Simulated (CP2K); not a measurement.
**A workflow on CuN2H8O2 (cis-Cu(NH3)2(OH)2)**

Wanted: a geometry optimisation (GFN2-xTB), then vibrational wavenumbers, then a saddle-point search of CuN2H8O2 (cis-Cu(NH3)2(OH)2). 

Program for the calculation: CP2K 2026.2.

## (1) Starting point

CuN2H8O2 has 13 atoms, charge 0, and is taken as a doublet. As SMILES, `[NH3]->[Cu](<-[NH3])([OH])[OH]`. The shape comes from GFN2-xTB, which is rough for such elements, and wasn't checked as a minimum. This is one conformer, not always the lowest. The run starts from this shape.

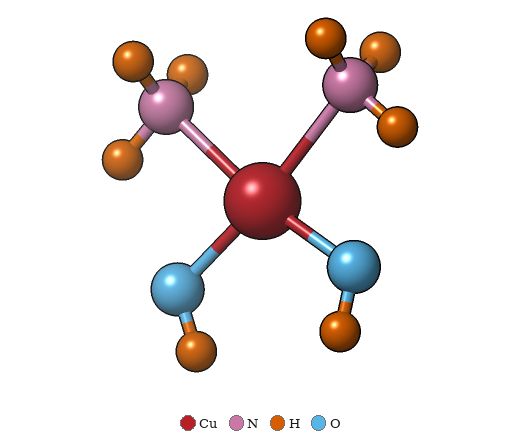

Viewed from a chosen angle; copper red, nitrogen pink, hydrogen orange, oxygen blue.

## (2) A geometry optimisation at GFN2-xTB (run 1)

Input file run.inp:

```
&GLOBAL
  PROJECT_NAME run
  RUN_TYPE GEO_OPT
  PRINT_LEVEL LOW
&END GLOBAL

&MOTION
  &GEO_OPT
    OPTIMIZER BFGS
    MAX_ITER 100
    MAX_FORCE 1.0E-04
    RMS_FORCE 6.7E-05
  &END GEO_OPT
  &PRINT
    &TRAJECTORY
      &EACH
        GEO_OPT 1
      &END EACH
    &END TRAJECTORY
    &FORCES ON
      &EACH
        GEO_OPT 1
      &END EACH
    &END FORCES
    &RESTART OFF
    &END RESTART
    &RESTART_HISTORY OFF
    &END RESTART_HISTORY
  &END PRINT
&END MOTION

&FORCE_EVAL
  METHOD QUICKSTEP
  &DFT
    CHARGE 0
    MULTIPLICITY 2
    UKS T
    &QS
      METHOD XTB
      EPS_DEFAULT 1.0E-10
      &XTB
        GFN_TYPE TBLITE
        &TBLITE
          METHOD GFN2
        &END TBLITE
        CHECK_ATOMIC_CHARGES F
      &END XTB
    &END QS
    &POISSON
      PERIODIC NONE
      POISSON_SOLVER ANALYTIC
    &END POISSON
    &SCF
      SCF_GUESS ATOMIC
      EPS_SCF 1.0E-07
      MAX_SCF 150
      ADDED_MOS 2
      &DIAGONALIZATION
        ALGORITHM STANDARD
      &END DIAGONALIZATION
      &MIXING
        METHOD DIRECT_P_MIXING
        ALPHA 0.4
      &END MIXING
      &SMEAR ON
        METHOD FERMI_DIRAC
        ELECTRONIC_TEMPERATURE [K] 300
      &END SMEAR
    &END SCF
    &PRINT
      &MOMENTS
        PERIODIC F
        REFERENCE COM
        MAX_MOMENT 1
      &END MOMENTS
      &MULLIKEN OFF
      &END MULLIKEN
      &HIRSHFELD OFF
      &END HIRSHFELD
    &END PRINT
  &END DFT
  &SUBSYS
    &CELL
      ABC [angstrom] 16.9 16.9 13.7
      PERIODIC NONE
    &END CELL
    &COORD
      UNIT bohr
      Cu    -0.7052647    -0.6956460    -0.0127179
      N      3.3415271    -0.6708717     0.0262861
      H      3.3977465    -2.5919484     0.0403457
      H      4.1796018     0.0032692     1.6060593
      H      4.2303787    -0.0128690    -1.5324356
      N     -0.6307150     3.3526765     0.0233570
      H     -2.5500720     3.4370528    -0.0185949
      H      0.0797275     4.2037147    -1.5333238
      H      0.0186894     4.2066815     1.6048688
      O     -4.1628021    -0.2209468    -0.1679211
      H     -5.0954575    -1.7654199    -0.2893927
      O     -0.2721584    -4.1656178     0.0842062
      H     -1.8312013    -5.0800752     0.1692817
    &END COORD
    &TOPOLOGY
      &CENTER_COORDINATES
      &END CENTER_COORDINATES
    &END TOPOLOGY
  &END SUBSYS
&END FORCE_EVAL
```

Launch:

```sh
$ OMP_NUM_THREADS=1 cp2k.psmp -i run.inp -o run.out
```

Output:

```text
CP2K| version string:                                       CP2K version 2026.2
[...]
 GLOBAL| Method name                                                        CP2K
[...]
 GLOBAL| Run type                                                        GEO_OPT
[...]
                             - Atoms:                                         13
[...]
                             - Spherical basis functions:                     33
[...]
 Number of electrons:                                                         21
[...]
  *** SCF run converged in    21 steps ***
[...]
 ENERGY| Total FORCE_EVAL ( QS ) energy [hartree]            -21.914275394889653
[...]
 OPT| Step number                                                              0
[...]
 OPT| Total energy [hartree]                                      -21.9142753949
[...]
 OPT| Step number                                                              9
[...]
 OPT| Total energy [hartree]                                      -21.9143305282
[...]
 OPT| Step number                                                             10
[...]
 OPT| Total energy [hartree]                                      -21.9143265020
[...]
 ***                    GEOMETRY OPTIMIZATION COMPLETED                      ***
[...]
  *** SCF run converged in     2 steps ***
[...]
  Fermi energy:                                                -0.29566140427876
[...]
 TB_DIPOLE| Moment [Debye]          4.37643325       4.32281462       0.07486057
 TB_DIPOLE| Derivative [a.u.]       0.00000000       0.00000000       0.00000000
 ENERGY| Total FORCE_EVAL ( QS ) energy [hartree]            -21.914326501876619
[...]
```

Run time: 1.6 s. Hardware: 1 thread of AMD EPYC 9R45 (Zen 5), shared host; peak memory 0.19 GiB.

Steps, from the record of the run:

```csv
step,energy from the first frame kept (eV),largest force (eV/Å)
1,0.0000,0.0325
2,0.0000,0.0184
3,0.0000,0.0226
4,-0.0002,0.0185
5,-0.0003,0.0090
6,-0.0005,0.0115
7,-0.0008,0.0160
8,-0.0009,0.0178
9,-0.0008,0.0101
10,-0.0007,0.0034
11,-0.0007,0.0034
```

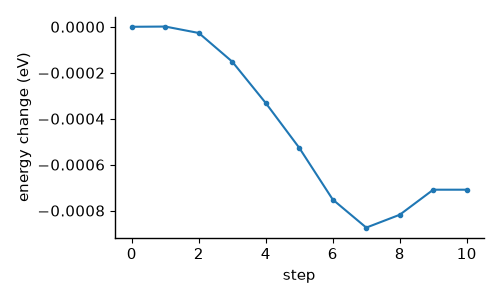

Energy along the run.

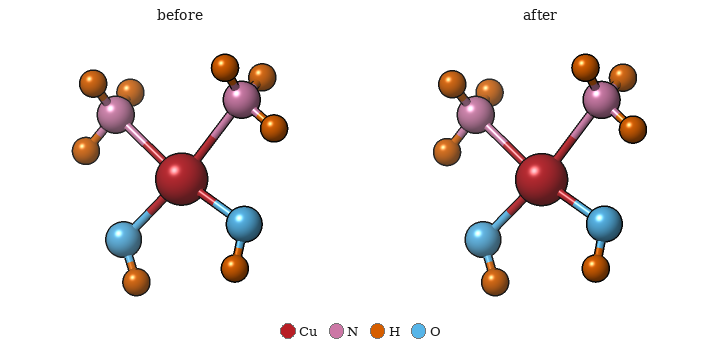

Before and after, at one scale.

After the run. Bond lengths: Cu1–N2 2.147 Å, Cu1–N6 2.147 Å, Cu1–O10 1.851 Å, Cu1–O12 1.851 Å, N2–H3 1.017 Å, N2–H4 1.011 Å, N2–H5 1.011 Å, N6–H7 1.017 Å, N6–H8 1.011 Å, N6–H9 1.011 Å, O10–H11 0.957 Å, O12–H13 0.957 Å. Some angles: N2–Cu1–N6 88.2°, N2–Cu1–O10 170.8°, N2–Cu1–O12 82.9°, N6–Cu1–O10 82.9°, N6–Cu1–O12 170.8°, O10–Cu1–O12 106.1°, Cu1–N2–H3 89.5°, Cu1–N2–H4 117.5°, Cu1–N2–H5 117.9°, Cu1–N6–H7 89.5°.

## (3) Vibrational wavenumbers at GFN2-xTB (run 2)

Input file gas.inp:

```
&FORCE_EVAL
   METHOD Quickstep
   &DFT
      CHARGE 0
      MULTIPLICITY 2
      SPIN_POLARIZED T
      &QS
         METHOD XTB
         EPS_DEFAULT 1.0E-10
         &XTB
            GFN_TYPE TBLITE
            &TBLITE
               METHOD GFN2
            &END TBLITE
            CHECK_ATOMIC_CHARGES F
         &END XTB
      &END QS
      &POISSON
         PERIODIC NONE
         POISSON_SOLVER ANALYTIC
      &END POISSON
      &SCF
         SCF_GUESS ATOMIC
         EPS_SCF 1.0E-08
         MAX_SCF 150
         ADDED_MOS 2
         &DIAGONALIZATION
            ALGORITHM STANDARD
         &END DIAGONALIZATION
         &MIXING
            METHOD DIRECT_P_MIXING
            ALPHA 0.4
         &END MIXING
         &SMEAR ON
            METHOD FERMI_DIRAC
            ELECTRONIC_TEMPERATURE [K] 300
         &END SMEAR
      &END SCF
      &PRINT
         &MOMENTS
            PERIODIC F
            REFERENCE COM
            MAX_MOMENT 1
         &END MOMENTS
         &MULLIKEN OFF
         &END MULLIKEN
         &HIRSHFELD OFF
         &END HIRSHFELD
      &END PRINT
   &END DFT
   &SUBSYS
      &CELL
         ABC [angstrom] 17 16.9 13.7
         PERIODIC NONE
      &END CELL
      &COORD
         UNIT bohr
         Cu    15.6893019    15.7019309    12.8958463
         N     19.7455801    15.7394854    12.9349221
         H     19.7474471    13.8184598    12.9588498
         H     20.6063617    16.3997860    14.5074369
         H     20.6499822    16.3644103    11.3724776
         N     15.7775048    19.7583131    12.9292964
         H     13.8572313    19.7836751    12.8763179
         H     16.4715672    20.6385248    11.3822608
         H     16.3891034    20.6279877    14.5165492
         O     12.2331666    16.2117601    12.7347340
         H     11.2843276    14.6757454    12.6380801
         O     16.1537096    12.2367817    13.0052747
         H     14.6041323    11.3066093    13.0552995
      &END COORD
      &TOPOLOGY
         &CENTER_COORDINATES
         &END CENTER_COORDINATES
      &END TOPOLOGY
   &END SUBSYS
&END FORCE_EVAL

&VIBRATIONAL_ANALYSIS
   DX 0.01
   INTENSITIES T
   NPROC_REP 1
   &PRINT
      &PROGRAM_RUN_INFO ON
      &END PROGRAM_RUN_INFO
   &END PRINT
&END VIBRATIONAL_ANALYSIS

&GLOBAL
   PROJECT gas
   RUN_TYPE VIBRATIONAL_ANALYSIS
   PRINT_LEVEL LOW
&END GLOBAL
```

Launch:

```sh
$ OMP_NUM_THREADS=1 cp2k.psmp -i gas.inp -o gas.out
```

Output:

```text
CP2K| version string:                                       CP2K version 2026.2
[...]
 GLOBAL| Method name                                                        CP2K
[...]
 GLOBAL| Run type                                           VIBRATIONAL_ANALYSIS
[...]
                             - Atoms:                                         13
[...]
                             - Spherical basis functions:                     33
[...]
  Dipole moment [Debye]
    X=    0.00007680 Y=   -0.01159352 Z=   -0.00001610     Total=     0.01159378
 VIB| REPLICA Nr.    1- Energy and Forces for particle:    6  coordinate: Z - DZ
[...]
 VIB|Frequency (cm^-1) -1.7868441718E+01    9.7097437422E+01    1.2562310493E+02
 VIB|IR int (KM/Mole)   1.3094351394E-03    1.4764304129E+00    1.8318516385E-01
[...]
 VIB|Frequency (cm^-1)  3.4656784018E+03    3.4685559745E+03    3.4947469489E+03
 VIB|IR int (KM/Mole)   2.0368932252E+00    1.5208607349E+01    1.0026255295E-02
[...]
 VIB|Frequency (cm^-1)  3.4961113887E+03    3.6748527893E+03    3.6790135851E+03
 VIB|IR int (KM/Mole)   6.3425010605E+00    5.3870711125E+00    1.8182313040E+01
[...]
```

Wall time 6.3 s (1 thread of AMD EPYC 9R45 (Zen 5), shared host); peak memory 0.2 GiB.

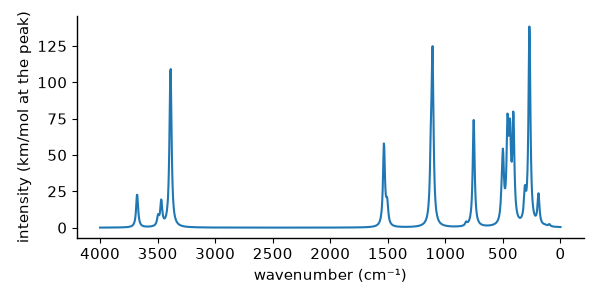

Harmonic infrared spectrum, unscaled, lines broadened by 10 cm⁻¹.

## (4) A transition-state search at GFN2-xTB (run 3)

Input file qs.inp:

```
&GLOBAL
    PROJECT qs
    RUN_TYPE GEO_OPT
    PRINT_LEVEL LOW
&END GLOBAL
&FORCE_EVAL
    METHOD QUICKSTEP
    &DFT
        CHARGE 0
        MULTIPLICITY 2
        UNRESTRICTED_KOHN_SHAM T
        &QS
            METHOD XTB
            EPS_DEFAULT 1.0E-10
            &XTB
                GFN_TYPE TBLITE
                &TBLITE
                    METHOD GFN2
                &END TBLITE
                CHECK_ATOMIC_CHARGES F
            &END XTB
        &END QS
        &POISSON
            PERIODIC NONE
            POISSON_SOLVER ANALYTIC
        &END POISSON
        &SCF
            SCF_GUESS ATOMIC
            EPS_SCF 1.0E-08
            MAX_SCF 150
            ADDED_MOS 2
            &DIAGONALIZATION
                ALGORITHM STANDARD
            &END DIAGONALIZATION
            &MIXING
                METHOD DIRECT_P_MIXING
                ALPHA 0.4
            &END MIXING
            &SMEAR ON
                METHOD FERMI_DIRAC
                ELECTRONIC_TEMPERATURE [K] 300
            &END SMEAR
        &END SCF
        &PRINT
            &MOMENTS
                PERIODIC F
                REFERENCE COM
                MAX_MOMENT 1
            &END MOMENTS
            &MULLIKEN OFF
            &END MULLIKEN
            &HIRSHFELD OFF
            &END HIRSHFELD
        &END PRINT
    &END DFT
    &SUBSYS
        &CELL
            ABC [angstrom] 17.1 17.1 14.5
            PERIODIC NONE
        &END CELL
        &COORD
            UNIT bohr
            Cu    15.6877901    15.7004361    12.8958917
            N     19.7424413    15.7504043    13.4568361
            H     19.7468935    13.8245711    13.1090358
            H     20.3589247    16.1012225    15.2930603
            H     20.8853571    16.6890350    12.1579839
            N     15.7974169    19.7634701    12.4073578
            H     13.8667196    19.7855705    12.7236715
            H     16.1855893    20.4086774    10.5893468
            H     16.7276194    20.8710499    13.7414364
            O     12.2067955    16.2188012    13.2767603
            H     11.2380992    14.6875902    13.2985810
            O     16.1697836    12.2200198    12.4631633
            H     14.6266522    11.2726245    12.3929940
        &END COORD
        &TOPOLOGY
            &CENTER_COORDINATES
            &END CENTER_COORDINATES
        &END TOPOLOGY
    &END SUBSYS
&END FORCE_EVAL
&MOTION
    &GEO_OPT
        TYPE TRANSITION_STATE
        OPTIMIZER CG
        MAX_ITER 80
        MAX_FORCE 6.0E-4
        RMS_FORCE 4.0E-4
        &CG
            &LINE_SEARCH
                TYPE 2PNT
                &2PNT
                    MAX_ALLOWED_STEP 0.15
                    LINMIN_GRAD_ONLY T
                &END 2PNT
            &END LINE_SEARCH
        &END CG
        &TRANSITION_STATE
            METHOD DIMER
            &DIMER
                DR [angstrom] 0.01
                INTERPOLATE_GRADIENT T
                ANGLE_TOLERANCE [deg] 5.0
                &ROT_OPT
                    OPTIMIZER CG
                    MAX_ITER 10
                    &CG
                        &LINE_SEARCH
                            TYPE 2PNT
                            &2PNT
                                MAX_ALLOWED_STEP 0.15
                            &END 2PNT
                        &END LINE_SEARCH
                    &END CG
                &END ROT_OPT
                &DIMER_VECTOR
                     -0.00067  -0.00066   0.00002
                     -0.00138   0.00482   0.23015
                     -0.00024   0.00270   0.06623
                     -0.10912  -0.13166   0.34644
                      0.10380   0.14315   0.34639
                      0.00878   0.00227  -0.23016
                      0.00418   0.00084  -0.06731
                     -0.12611  -0.10136  -0.34966
                      0.14928   0.10719  -0.34181
                     -0.01163   0.00310   0.23902
                     -0.02039   0.00522   0.29127
                      0.00709  -0.00739  -0.23906
                      0.00993  -0.01499  -0.29206
                &END DIMER_VECTOR
            &END DIMER
        &END TRANSITION_STATE
    &END GEO_OPT
    &PRINT
        &TRAJECTORY
            &EACH
                GEO_OPT 1
            &END EACH
        &END TRAJECTORY
        &FORCES ON
            &EACH
                GEO_OPT 1
            &END EACH
        &END FORCES
        &RESTART OFF
        &END RESTART
        &RESTART_HISTORY OFF
        &END RESTART_HISTORY
    &END PRINT
&END MOTION
```

Launch:

```sh
$ OMP_NUM_THREADS=1 cp2k.psmp -i qs.inp > qs.out 2>&1
```

Output:

```text
CP2K| version string:                                       CP2K version 2026.2
 CP2K| Input file name                                                    qs.inp

[... 140 lines left out ...]
 TB_DIPOLE| Moment [a.u.]           1.69071966       1.67014833       0.02858227
[... 374 lines left out ...]
  Total energy:                                               -21.90988954895258
[... 313 lines left out ...]
 TB_DIPOLE| Derivative [a.u.]       0.00000000       0.00000000       0.00000000
[... 357 lines left out ...]
  Self-consistent dispersion energy:                           -0.00619687536690
[... 274 lines left out ...]
 TB_DIPOLE| Moment [Debye]          1.49403491       1.49479123       0.01421123
[... 374 lines left out ...]
  Core Hamiltonian energy:                                    -22.17513679962295
[... 306 lines left out ...]
  Total energy (extrapolated to T->0):                        -21.89657574576023
[... 359 lines left out ...]
  Step     Update method      Time    Convergence         Total energy    Change
[... 339 lines left out ...]
 write_final_structure: Done!
[... 3 lines left out ...]
 -------------------------------------------------------------------------------
 -                                                                             -
 -                                T I M I N G                                  -
 -                                                                             -
 -------------------------------------------------------------------------------
 SUBROUTINE                       CALLS  ASD         SELF TIME        TOTAL TIME
                                MAXIMUM       AVERAGE  MAXIMUM  AVERAGE  MAXIMUM
 CP2K                                 1  1.0    0.003    0.003   18.757   18.757
 cp_geo_opt                           1  2.0    0.000    0.000   18.749   18.749
 geoopt_cg                           81  7.9    0.003    0.003   18.749   18.749
[... 6 lines of this table left out ...]
 scf_env_do_scf                     404 13.2    0.010    0.010   13.740   13.740
 scf_env_do_scf_inner_loop         4389 15.2    1.439    1.439   13.705   13.705
 cg_linmin                          164  7.6    0.000    0.000   12.619   12.619
 cp_rot_opt                          80  7.0    0.001    0.001    9.758    9.758
 qs_scf_new_mos                    4389 16.2    0.040    0.040    9.376    9.376
 tslmin_2pnt                         80  6.0    0.001    0.001    7.331    7.331
 -------------------------------------------------------------------------------

 -------------------------------------------------------------------------------
```

Run time: 20 s. Hardware: 1 thread of AMD EPYC 9R45 (Zen 5), shared host; peak memory 0.19 GiB.

The iterations ended before the threshold was met.

## (5) What came out

| quantity | value |
| --- | --- |
| run 1, GFN2-xTB: total energy at the end | -21.91433 Eh |
| run 1, GFN2-xTB: dipole moment (from atomic charges alone) | 6.15 D |
| run 2, GFN2-xTB: lowest harmonic wavenumber | 18i cm⁻¹ (imaginary) |
| run 2, GFN2-xTB: highest harmonic wavenumber | 3679 cm⁻¹ |
| run 3, GFN2-xTB | no result (not converged) |

What this shows: The dipole (run 1, GFN2-xTB) comes from point charges on the atoms alone, without atomic dipoles, so it is partial. The optimisation (run 1, GFN2-xTB) took 10 steps and changed the energy by -0.001 eV. 1 mode is imaginary (lowest 18i cm⁻¹); so small a value may be numerical noise or a very soft motion. 1 of the 3 runs did not end normally.
